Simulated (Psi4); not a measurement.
## Frequency calculation, with input and output: CoF2

CoF2, multiplicity 4, SMILES [F][Co][F], computed with SVWN-RPA/6-31G**, UKS (Psi4 1.11).

The run did not end well. The geometry was optimised with SVWN-RPA/6-31G**, straightened.

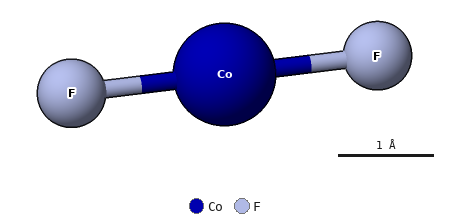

Figure 1. The input geometry (ball-and-stick view, seen at a tilt). Sticks mark near contacts.

## Input file (job.in)
```
memory 1600 MB

molecule {
  0 4
  Co     0.000000     0.000000     0.000007
  F      0.000000     0.000000     1.659334
  F      0.000000     0.000000    -1.659341
  symmetry c1
}

set reference uks
set t 298.15
set rotational_symmetry_number 2
set mom_start 5
set maxiter 100

e, wfn = frequency('svwn/6-31G**', return_wfn=True)
```

Launch command:
```bash
psi4 job.in job.out -n 1
```

## What the program printed
```
Psi4 1.11 release

gradient() will perform analytic gradient computation.

   => Loading Basis Set <=

    Name: 6-31G**
    Role: ORBITAL
    Keyword: BASIS

         ---------------------------------------------------------
                                   SCF
                              UKS Reference
                        1 Threads,   1525 MiB Core
         ---------------------------------------------------------

  ==> Geometry <==

    Molecular point group: c1
    Full point group: C_inf_v

    Geometry (in Angstrom), charge = 0, multiplicity = 4:

       Center              X                  Y                   Z               Mass
    ------------   -----------------  -----------------  -----------------  -----------------
         CO           0.000000000000     0.000000000000     0.000004116027    58.933194290000
         F            0.000000000000     0.000000000000     1.659331116027    18.998403162730
         F            0.000000000000     0.000000000000    -1.659343883973    18.998403162730

  Running in c1 symmetry.

  Rotational constants: A = ************  B =      0.16113  C =      0.16113 [cm^-1]
  Rotational constants: A = ************  B =   4830.59523  C =   4830.59523 [MHz]
  Nuclear repulsion =  167.905445051445440

  Charge       = 0
  Multiplicity = 4
  Electrons    = 45
  Nalpha       = 24
  Nbeta        = 21

  ==> Algorithm <==

  SCF Algorithm Type is DF.
  DIIS enabled.
  MOM enabled.
  Fractional occupation disabled.
  Guess Type is SAD.
  Energy threshold   = 1.00e-08
  Density threshold  = 1.00e-08
  Integral threshold = 1.00e-12

  ==> Primary Basis <==

  Basis Set: 6-31G**
    Blend: 6-31G**
    Number of shells: 24
    Number of basis functions: 69
    Number of Cartesian functions: 69
    Spherical Harmonics?: false
    Max angular momentum: 3

  ==> DFT Potential <==

   => LibXC <=

    Version 7.1.2

   => Composite Functional: SVWN <=

    Slater exchange
    Vosko, Wilk & Nusair (VWN5_RPA)

    Deriv               =              1
    GGA                 =          FALSE
    Meta                =          FALSE

    Exchange Hybrid     =          FALSE
    MP2 Hybrid          =          FALSE

   => Exchange Functionals <=

    1.0000         XC_LDA_X

   => Correlation Functionals <=

    1.0000   XC_LDA_C_VWN_RPA

   => LibXC Density Thresholds  <==

    XC_LDA_C_VWN_RPA:  1.00E-15
    XC_LDA_X:  1.00E-15

   => Molecular Quadrature <=

    Radial Scheme          =       TREUTLER
    Pruning Scheme         =           NONE
    Nuclear Scheme         =       TREUTLER

    Blocking Scheme        =         OCTREE
    BS radius alpha        =              1
    Pruning alpha          =              1
    Radial Points          =             75
    Spherical Points       =            302
    Total Points           =          65793
    Total Blocks           =            564
    Max Points             =            256
    Max Functions          =             68
    Weights Tolerance      =       1.00E-15

   => Loading Basis Set <=

    Name: (6-31G** AUX)
    Role: JKFIT
    Keyword: DF_BASIS_SCF

  ==> Integral Setup <==

  DFHelper Memory: AOs need 0.024 GiB; user supplied 1.091 GiB.
  SCF_SUBTYPE=INCORE selected. In-core MEM_DF algorithm will be used.
  Using in-core AOs.

  ==> MemDFJK: Density-Fitted J/K Matrices <==

    J tasked:                   Yes
    K tasked:                    No
    wK tasked:                   No
    Memory [MiB]:              1117
    Algorithm:                 Core
    Schwarz Cutoff:           1E-12
    Mask sparsity (%):       1.2182
    Fitting Condition:        1E-10

   => Auxiliary Basis Set <=

  Basis Set: (6-31G** AUX)
    Blend: CC-PVDZ-JKFIT + DEF2-UNIVERSAL-JKFIT
    Number of shells: 106
    Number of basis functions: 539
    Number of Cartesian functions: 539
    Spherical Harmonics?: false
    Max angular momentum: 6

  Cached 100.0% of DFT collocation blocks in 0.026 [GiB].

  Minimum eigenvalue in the overlap matrix is 1.5060509216E-03.
  Reciprocal condition number of the overlap matrix is 3.1780467489E-04.
    Using symmetric orthogonalization.

  ==> Pre-Iterations <==

  SCF Guess: Superposition of Atomic Densities via on-the-fly atomic UHF (no occupation information).

   -------------------------
    Irrep   Nso     Nmo
   -------------------------
     A         69      69
   -------------------------
    Total      69      69
   -------------------------

  ==> Iterations <==

                           Total Energy        Delta E     RMS |[F,P]|

   @DF-UKS iter SAD: -1578.08119068498581   -1.57808e+03   0.00000e+00
   @DF-UKS iter   1: -1572.82325375710161    5.25794e+00   6.79555e-02 ADIIS/DIIS
   @DF-UKS iter   2: -1526.12524552335481    4.66980e+01   1.64041e-01 ADIIS
   @DF-UKS iter   3: -1562.88352073153555   -3.67583e+01   7.44351e-02 ADIIS/DIIS
   @DF-UKS iter   4: -1579.29645340073762   -1.64129e+01   6.82954e-03 ADIIS/DIIS
   @DF-UKS iter   5: -1578.97922685126514    3.17227e-01   1.71239e-02 ADIIS/DIIS/MOM
   @DF-UKS iter   6: -1579.32364080992170   -3.44414e-01   8.42015e-03 ADIIS/DIIS/MOM
   @DF-UKS iter   7: -1579.36006748660702   -3.64267e-02   6.64825e-03 ADIIS/DIIS/MOM
   @DF-UKS iter   8: -1579.40703863711587   -4.69712e-02   2.55517e-03 ADIIS/DIIS/MOM
   @DF-UKS iter   9: -1579.39481785612929    1.22208e-02   3.19798e-03 ADIIS/DIIS/MOM
[... 81 lines of further cycles ...]
   @DF-UKS iter  91: -1508.22259966865431   -1.21270e+00   8.72018e-03 ADIIS/DIIS/MOM
   @DF-UKS iter  92: -1470.73720758082800    3.74854e+01   2.32832e-02 ADIIS/DIIS/MOM
   @DF-UKS iter  93: -1469.67184172282373    1.06537e+00   2.82625e-02 ADIIS/DIIS/MOM
   @DF-UKS iter  94: -1469.67926645318812   -7.42473e-03   2.81922e-02 ADIIS/DIIS/MOM
   @DF-UKS iter  95: -1526.02544168179065   -5.63462e+01   2.44849e-02 ADIIS/DIIS/MOM
   @DF-UKS iter  96: -1500.50608226970235    2.55194e+01   1.92162e-02 ADIIS/DIIS/MOM
   @DF-UKS iter  97: -1502.29028807874010   -1.78421e+00   6.01721e-03 ADIIS/DIIS/MOM
   @DF-UKS iter  98: -1501.76991791670662    5.20370e-01   1.66203e-02 ADIIS/DIIS/MOM
   @DF-UKS iter  99: -1495.71652732932262    6.05339e+00   3.81464e-02 ADIIS/DIIS/MOM
   @DF-UKS iter 100: -1501.56372477465698   -5.84720e+00   1.30874e-02 ADIIS/DIIS/MOM

PsiException: Could not converge SCF iterations in 100 iterations.

  Failed to converge.

psi4.driver.p4util.exceptions.SCFConvergenceError: Could not converge SCF iterations in 100 iterations.

Printing out the relevant lines from the Psithon --> Python processed input file:
    core.set_global_option("REFERENCE", "uks")
    core.set_global_option("T", 298.15)
    core.set_global_option("ROTATIONAL_SYMMETRY_NUMBER", 2)
    core.set_global_option("MOM_START", 5)
    core.set_global_option("MAXITER", 100)
--> e, wfn = frequency('svwn/6-31G**', return_wfn=True)

!-------------------------------------------------------!
!                                                       !
!  Could not converge SCF iterations in 100 iterations. !
!                                                       !
!-------------------------------------------------------!

    Psi4 run time: 0:00:12.02
```

## Outcome

- outcome: not converged
- hardware: 1 thread of Intel Xeon (Granite Rapids), 128 GiB of memory available, shared host
- wall time: 14 s
- peak memory: 0.26 GiB

## What went wrong

The run did not converge: “Could not converge SCF iterations in 100 iterations.” Its last values are not results. The record of the run, not the program, notes: occupations held by overlap or a lasting level shift; may not be the lowest state.
